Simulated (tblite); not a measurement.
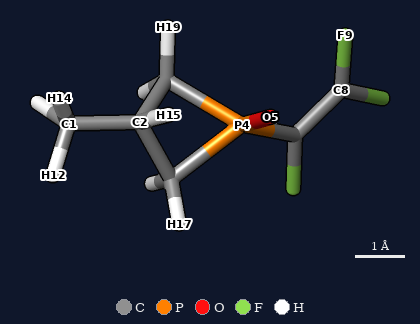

Fig. 1: The input geometry (stick view, seen at a tilt; atoms are numbered from 1 in the order of the input). Bond lengths as drawn: C–C 1.36 to 1.54 Å, C–F 1.36 to 1.37 Å, C–H 1.08 to 1.13 Å, C–P 1.74 to 1.83 Å and O–P 1.51 Å.

# Geometry relaxation of C6H8F3OP

C6H8F3OP, SMILES C[C@H]1C[P@@](=O)(C(F)=C(F)F)C1, computed with GFN2-xTB geometry optimisation, gas phase (tblite 0.8.0).

### Output
```
step      E/eV     max force
  0   -1024.30747    3.882
  1   -1024.90415    2.381
  2   -1025.11802    1.397
  3   -1025.33525    0.997
  4   -1025.49057    0.671
  5   -1025.53184    0.481
  6   -1025.57773    0.631
  7   -1025.61903    0.670
  8   -1025.64852    0.456
  9   -1025.66936    0.428
 10   -1025.68994    0.377
 11   -1025.71581    0.425
 12   -1025.74258    0.429
 13   -1025.76429    0.385
 14   -1025.78094    0.278
 15   -1025.79646    0.312
 16   -1025.81316    0.349
 17   -1025.82970    0.311
 18   -1025.84564    0.322
 19   -1025.86232    0.276
 20   -1025.88002    0.351
 21   -1025.89617    0.341
 22   -1025.90842    0.276
 23   -1025.91702    0.259
 24   -1025.92401    0.220
 25   -1025.93141    0.203
 26   -1025.94014    0.257
 27   -1025.95107    0.312
 28   -1025.96388    0.314
 29   -1025.97612    0.341
 30   -1025.98531    0.249
 31   -1025.99143    0.173
 32   -1025.99706    0.220
 33   -1026.00443    0.284
 34   -1026.01269    0.310
 35   -1026.02351    0.261
 36   -1026.03371    0.208
 37   -1026.04760    0.350
 38   -1026.05521    0.360
 39   -1026.06975    0.275
 40   -1026.07577    0.201
 41   -1026.08116    0.267
 42   -1026.08510    0.147
 43   -1026.08960    0.136
 44   -1026.09257    0.130
 45   -1026.09709    0.141
 46   -1026.10093    0.142
 47   -1026.10440    0.104
 48   -1026.10660    0.094
 49   -1026.10825    0.088
 50   -1026.10968    0.066
 51   -1026.11078    0.062
 52   -1026.11153    0.058
 53   -1026.11215    0.066
 54   -1026.11288    0.064
 55   -1026.11383    0.061
 56   -1026.11464    0.060
 57   -1026.11515    0.039
 58   -1026.11552    0.040
 59   -1026.11595    0.043
 60   -1026.11653    0.067
 61   -1026.11717    0.070
 62   -1026.11773    0.054
 63   -1026.11820    0.062
 64   -1026.11866    0.047
 65   -1026.11915    0.068
 66   -1026.11959    0.061
 67   -1026.11993    0.042
 68   -1026.12019    0.033
 69   -1026.12043    0.037
 70   -1026.12071    0.043
 71   -1026.12097    0.039
 72   -1026.12121    0.040
 73   -1026.12146    0.040
 74   -1026.12171    0.041
 75   -1026.12195    0.033
 76   -1026.12214    0.029
 77   -1026.12234    0.033
 78   -1026.12259    0.041
 79   -1026.12291    0.042
 80   -1026.12324    0.045
 81   -1026.12356    0.050
 82   -1026.12388    0.047
 83   -1026.12426    0.052
 84   -1026.12468    0.057
 85   -1026.12508    0.042
 86   -1026.12540    0.040
 87   -1026.12569    0.038
 88   -1026.12596    0.037
 89   -1026.12621    0.038
 90   -1026.12640    0.034
 91   -1026.12660    0.025
 92   -1026.12676    0.026
 93   -1026.12692    0.028
 94   -1026.12704    0.024
 95   -1026.12717    0.039
 96   -1026.12734    0.042
 97   -1026.12756    0.040
 98   -1026.12781    0.050
 99   -1026.12806    0.054
100   -1026.12837    0.065
101   -1026.12862    0.084
102   -1026.12934    0.055
103   -1026.13064    0.052
104   -1026.13189    0.115
105   -1026.13302    0.124
106   -1026.13504    0.158
107   -1026.13918    0.250
108   -1026.14102    0.220
109   -1026.14192    0.347
110   -1026.14825    0.109
111   -1026.15095    0.129
112   -1026.14894    0.384
113   -1026.15671    0.145
114   -1026.15922    0.143
115   -1026.16523    0.177
116   -1026.16951    0.168
117   -1026.17478    0.148
118   -1026.17695    0.108
119   -1026.17867    0.139
120   -1026.18009    0.078
121   -1026.18086    0.060
122   -1026.18137    0.052
123   -1026.18169    0.053
124   -1026.18198    0.040
125   -1026.18220    0.039
126   -1026.18240    0.038
127   -1026.18261    0.035
128   -1026.18283    0.041
129   -1026.18308    0.031
130   -1026.18331    0.030
131   -1026.18350    0.041
132   -1026.18367    0.036
133   -1026.18384    0.038
134   -1026.18405    0.032
135   -1026.18433    0.038
136   -1026.18476    0.051
137   -1026.18544    0.065
138   -1026.18624    0.077
139   -1026.18688    0.066
140   -1026.18728    0.051
141   -1026.18753    0.041
142   -1026.18780    0.033
143   -1026.18813    0.049
144   -1026.18846    0.057
145   -1026.18884    0.050
146   -1026.18927    0.054
147   -1026.18972    0.053
148   -1026.19002    0.035
149   -1026.19018    0.030
150   -1026.19029    0.033
151   -1026.19043    0.026
152   -1026.19065    0.027
153   -1026.19087    0.030
154   -1026.19113    0.036
155   -1026.19138    0.033
156   -1026.19159    0.027
157   -1026.19174    0.023
158   -1026.19189    0.034
159   -1026.19207    0.041
160   -1026.19229    0.043
161   -1026.19248    0.029
162   -1026.19259    0.019
163   -1026.19267    0.023
164   -1026.19275    0.022
165   -1026.19284    0.021
166   -1026.19291    0.015
167   -1026.19296    0.017
168   -1026.19303    0.022
169   -1026.19316    0.027
170   -1026.19337    0.032
171   -1026.19361    0.031
172   -1026.19382    0.033
173   -1026.19395    0.027
174   -1026.19402    0.019
175   -1026.19407    0.014
176   -1026.19411    0.013
177   -1026.19413    0.009
```

### Trajectory as extended XYZ (Å, eV, eV/Å), 6 of the 178 frames kept, from step=0 to step=177
```
19
Properties=species:S:1:pos:R:3:forces:R:3 step=0 energy=-1024.30747
C    -2.7700    0.3255    0.3544   -2.6710  -0.6490   1.5190
C    -1.3534    0.0940    0.6351    1.5410  -0.5720  -1.2010
C    -0.6540   -1.0713   -0.0864    0.1880  -2.2090   0.3300
P     0.8721   -0.2657    0.5091   -1.9190  -0.5730   3.3260
O     0.9651   -0.3872    2.0149    1.0620   0.3240  -2.4330
C     2.3157   -0.5241   -0.4364    2.9770  -0.0360  -1.3690
F     2.4032   -1.4824   -1.3994   -0.4250   0.4390   0.5330
C     3.4302    0.2267   -0.2577   -0.5150  -0.2430   0.1200
F     3.3968    1.2035    0.6984    0.6600  -1.1940  -1.5790
F     4.5456    0.0163   -1.0069   -1.0750   0.8850   1.4150
C    -0.3284    0.9616   -0.0902    0.5270   3.4000   0.9460
H    -3.2906   -0.6662    0.2480    0.3660   0.8440  -0.1590
H    -3.0338    0.9557   -0.4885    0.2850  -0.0490   0.0180
H    -3.2215    0.7482    1.3009    0.1690  -0.0470  -1.1490
H    -1.1070    0.0154    1.7265   -0.4770   0.2170  -0.9910
H    -0.6780   -0.9703   -1.1882   -0.4600  -0.7040   0.7130
H    -0.8275   -2.0587    0.3247   -0.2930  -0.4170  -0.3500
H    -0.4386    0.9169   -1.1974    0.0520   0.5830   0.9730
H    -0.2358    1.9716    0.3513    0.0070   0.0000  -0.6610
19
Properties=species:S:1:pos:R:3:forces:R:3 step=35 energy=-1026.02351
C    -2.7086    0.2795    0.0025   -0.2110   0.0120  -0.0840
C    -1.3945    0.0583    0.7216   -0.1120  -0.0130  -0.1160
C    -0.6400   -1.2060    0.2286    0.0960   0.1250   0.0480
P     0.9087   -0.2811    0.5988    0.1180  -0.1670  -0.1250
O     1.5142   -0.4985    1.9075    0.0520  -0.0060   0.1950
C     2.2109   -0.4612   -0.7177   -0.0180   0.0350   0.0710
F     2.0832   -1.4090   -1.6576    0.0460   0.1610   0.0980
C     3.3324    0.2215   -0.5178    0.0190  -0.0200   0.0090
F     3.3735    1.1660    0.4105   -0.0540  -0.0690  -0.0780
F     4.4942    0.1459   -1.1442   -0.1690  -0.0210  -0.0810
C    -0.2920    1.1056    0.4210    0.0930  -0.1850  -0.0120
H    -3.3122   -0.6223    0.0321   -0.0610  -0.0830   0.1310
H    -2.5574    0.5247   -1.0428    0.2010  -0.0150  -0.1660
H    -3.2864    1.0902    0.4287   -0.0070   0.1150   0.2240
H    -1.5391   -0.0069    1.8041   -0.0750   0.0000  -0.0860
H    -0.8453   -1.3972   -0.8244    0.1230  -0.0360   0.0990
H    -0.7886   -2.1022    0.8274   -0.0350  -0.0100  -0.0900
H    -0.3799    1.4808   -0.5916    0.0280   0.0940  -0.1120
H    -0.1827    1.9211    1.1251   -0.0330   0.0850   0.0750
19
Properties=species:S:1:pos:R:3:forces:R:3 step=71 energy=-1026.12097
C    -2.5795    0.2942   -0.2172   -0.0110   0.0120   0.0070
C    -1.4171    0.0173    0.7182    0.0080  -0.0040   0.0070
C    -0.6029   -1.2610    0.3888    0.0220  -0.0040   0.0110
P     0.9367   -0.3401    0.8010    0.0060   0.0260   0.0120
O     1.6384   -0.5602    2.0629   -0.0160  -0.0110   0.0030
C     2.0762   -0.4240   -0.6491    0.0120   0.0030  -0.0160
F     1.7872   -1.2617   -1.6547   -0.0100   0.0070   0.0000
C     3.1908    0.2935   -0.6513    0.0020   0.0050  -0.0110
F     3.4546    1.1467    0.3211   -0.0100  -0.0050  -0.0160
F     4.1408    0.3112   -1.5699   -0.0140   0.0060   0.0170
C    -0.2641    1.0517    0.6290   -0.0150  -0.0040  -0.0040
H    -3.3615   -0.4506   -0.0885    0.0230  -0.0290  -0.0120
H    -2.2496    0.2754   -1.2542   -0.0060   0.0150   0.0130
H    -3.0056    1.2727   -0.0050    0.0040  -0.0010  -0.0100
H    -1.7761   -0.0352    1.7484   -0.0140   0.0000  -0.0040
H    -0.6776   -1.5374   -0.6613   -0.0050   0.0050   0.0070
H    -0.8153   -2.1280    1.0092   -0.0280  -0.0080   0.0040
H    -0.2432    1.5497   -0.3383    0.0340  -0.0040   0.0020
H    -0.2420    1.7949    1.4230    0.0170  -0.0070  -0.0120
19
Properties=species:S:1:pos:R:3:forces:R:3 step=106 energy=-1026.13504
C    -2.2559    0.3117   -0.5081    0.0050  -0.0340   0.0240
C    -1.4233    0.0276    0.7334    0.0100   0.0110   0.0240
C    -0.6334   -1.3084    0.6537    0.0010  -0.0480   0.0310
P     0.9549   -0.4057    0.8908   -0.0340   0.0010   0.0820
O     1.8233   -0.6533    2.0408   -0.0130  -0.0460  -0.1490
C     1.8591   -0.4306   -0.7224    0.0460   0.0220   0.0110
F     1.4655   -1.2467   -1.7092    0.0070   0.0380   0.0550
C     2.9083    0.3701   -0.8499   -0.0340   0.0310  -0.0400
F     3.2425    1.1901    0.1323   -0.0070   0.0040  -0.0360
F     3.7074    0.5288   -1.8914   -0.0350  -0.0550   0.0600
C    -0.2286    1.0070    0.9039   -0.0430   0.0630   0.0580
H    -3.0211   -0.4544   -0.6286    0.0250   0.0420   0.0040
H    -1.6346    0.3177   -1.4050   -0.0350   0.0230   0.1140
H    -2.7514    1.2782   -0.4106    0.0580  -0.0700  -0.0590
H    -2.0729    0.0525    1.6162    0.0690  -0.0350  -0.1380
H    -0.7533   -1.8375   -0.2900   -0.0120   0.0470   0.0070
H    -0.8369   -1.9997    1.4713   -0.0130   0.0320  -0.0200
H    -0.1528    1.7519    0.1140    0.0190  -0.0440   0.0200
H    -0.2070    1.5100    1.8710   -0.0130   0.0170  -0.0470
19
Properties=species:S:1:pos:R:3:forces:R:3 step=142 energy=-1026.18780
C    -1.8343    0.3179   -0.7129   -0.0040   0.0100  -0.0260
C    -1.4076    0.0404    0.7181    0.0170   0.0070   0.0090
C    -0.6865   -1.3253    0.8466    0.0040   0.0000   0.0160
P     0.9323   -0.4604    0.9611    0.0070  -0.0170   0.0000
O     1.9675   -0.7953    1.9360   -0.0020  -0.0080   0.0240
C     1.6059   -0.4165   -0.7560    0.0230   0.0080  -0.0040
F     1.2196   -1.3318   -1.6520    0.0120  -0.0190  -0.0110
C     2.5476    0.4767   -1.0161    0.0090   0.0110   0.0070
F     2.8597    1.3791   -0.0973    0.0080   0.0120  -0.0200
F     3.2452    0.6577   -2.1221   -0.0260   0.0060   0.0060
C    -0.2338    0.9526    1.1572   -0.0070   0.0240   0.0210
H    -2.5774   -0.4086   -1.0333   -0.0070  -0.0080  -0.0090
H    -0.9815    0.2583   -1.3853   -0.0130  -0.0130  -0.0060
H    -2.2704    1.3108   -0.7996    0.0050   0.0100   0.0210
H    -2.2734    0.1212    1.3792    0.0180   0.0040  -0.0130
H    -0.8510   -2.0179    0.0252   -0.0210   0.0020  -0.0100
H    -0.8981   -1.8324    1.7876   -0.0110   0.0000   0.0100
H    -0.0918    1.8530    0.5649   -0.0120  -0.0090  -0.0060
H    -0.2816    1.2294    2.2111    0.0010  -0.0180  -0.0100
19
Properties=species:S:1:pos:R:3:forces:R:3 step=177 energy=-1026.19413
C    -1.7865    0.3409   -0.7301   -0.0020   0.0000  -0.0050
C    -1.3907    0.0502    0.7077    0.0030  -0.0060   0.0020
C    -0.7060   -1.3322    0.8494    0.0070  -0.0040   0.0030
P     0.9330   -0.5054    0.9843    0.0030  -0.0010   0.0000
O     1.9441   -0.8659    1.9757    0.0040  -0.0010   0.0020
C     1.6341   -0.4633   -0.7232   -0.0040  -0.0030   0.0060
F     1.3778   -1.4753   -1.5600   -0.0040  -0.0040  -0.0050
C     2.4579    0.5228   -1.0396    0.0040   0.0030   0.0040
F     2.6597    1.5112   -0.1790   -0.0010   0.0040  -0.0040
F     3.1229    0.7232   -2.1621    0.0000   0.0000   0.0020
C    -0.2043    0.9322    1.1701   -0.0040   0.0010   0.0030
H    -2.5652   -0.3455   -1.0560    0.0000   0.0000   0.0030
H    -0.9317    0.2293   -1.3936   -0.0020   0.0030  -0.0010
H    -2.1660    1.3565   -0.8225    0.0030  -0.0030  -0.0010
H    -2.2659    0.1515    1.3526    0.0000   0.0090  -0.0020
H    -0.8824   -2.0250    0.0304   -0.0040   0.0030  -0.0050
H    -0.9419   -1.8274    1.7915    0.0020  -0.0010  -0.0010
H    -0.0378    1.8356    0.5900    0.0010   0.0000  -0.0040
H    -0.2609    1.1957    2.2263   -0.0040   0.0010   0.0040
```

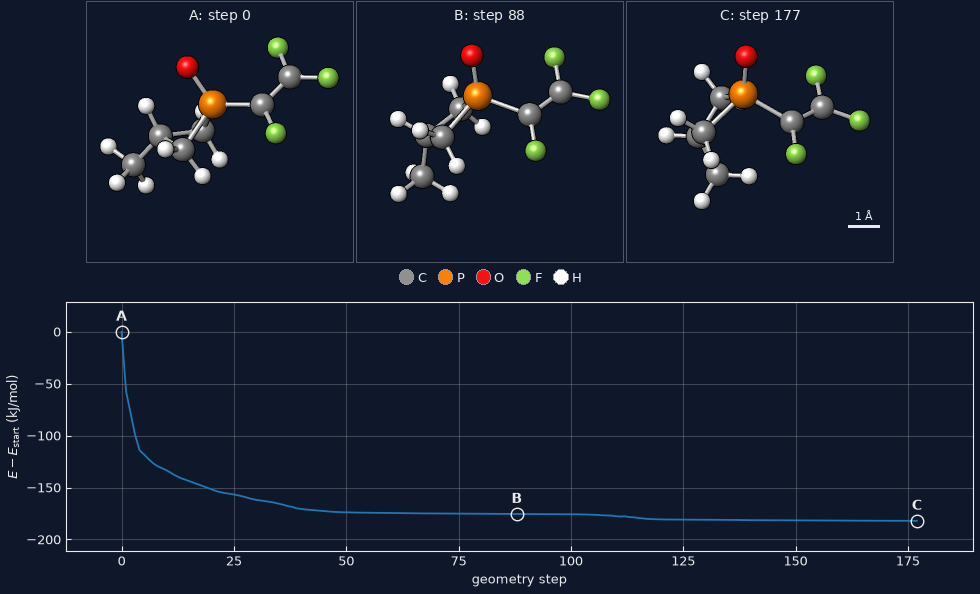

Fig. 2: Frames of the relaxation (ball-and-stick view, seen at a tilt) above the curves, on which the letters mark them (steps are counted from 0).

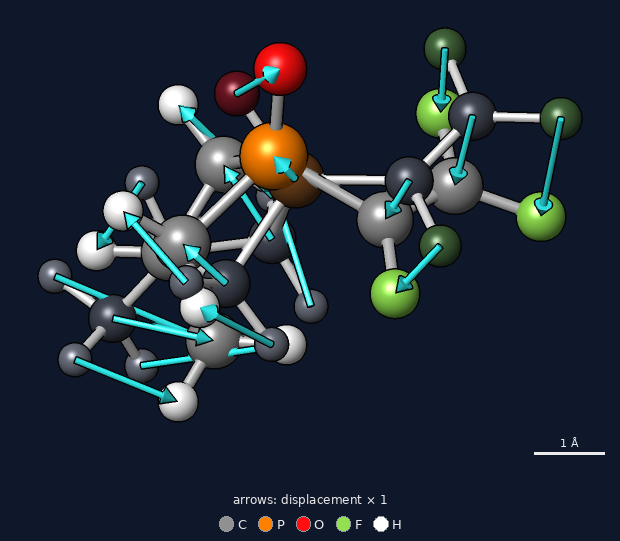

Fig. 3: Start (faint) and end (solid) with the displacements as teal arrows, at true length (ball-and-stick view, seen at a tilt). The two geometries are laid on each other by the best rigid fit. The largest move after the best rigid fit is that of H14, 2.47 Å. By element the largest moves are H 2.47 Å, F 1.88 Å, C 1.50 Å, O 1.09 Å, P 0.56 Å. Among the contacts that change: P4–C6 1.745 → 1.846 Å, C1–C2 1.463 → 1.519 Å, P4–O5 1.514 → 1.461 Å, C8–F9 1.367 → 1.326 Å. Among the angles that change: C3–P4–O5 109.9° → 123.7°, C3–C2–C11 84.4° → 98.2°, P4–C3–H16 107.6° → 119.1°. Over 177 geometry steps the energy falls by 182.0 kJ/mol. The largest force component goes from 3.4 to 0.009 eV/Å. (Atoms are counted from 1 in the order of the input.)

The run was set up as follows.

### The input
```
{"job": {"kind": "relax", "xc": "GFN2-xTB", "basis": "xTB"}, "charge": 0, "multiplicity": 1}
C     -2.770000     0.325500     0.354400
C     -1.353400     0.094000     0.635100
C     -0.654000    -1.071300    -0.086400
P      0.872100    -0.265700     0.509100
O      0.965100    -0.387200     2.014900
C      2.315700    -0.524100    -0.436400
F      2.403200    -1.482400    -1.399400
C      3.430200     0.226700    -0.257700
F      3.396800     1.203500     0.698400
F      4.545600     0.016300    -1.006900
C     -0.328400     0.961600    -0.090200
H     -3.290600    -0.666200     0.248000
H     -3.033800     0.955700    -0.488500
H     -3.221500     0.748200     1.300900
H     -1.107000     0.015400     1.726500
H     -0.678000    -0.970300    -1.188200
H     -0.827500    -2.058700     0.324700
H     -0.438600     0.916900    -1.197400
H     -0.235800     1.971600     0.351300
```

The first line tells a small driver script what to run in tblite; the rest is the geometry in Å.

Run as:
```bash
OMP_NUM_THREADS=1 python <driver script> task.json out
```

### Key numbers

```tsv
quantity	value
outcome	converged
total energy	−1026.1941 eV
hardware	1 CPU thread, shared host
wall time	2.6 s
peak memory	0.18 GiB
```
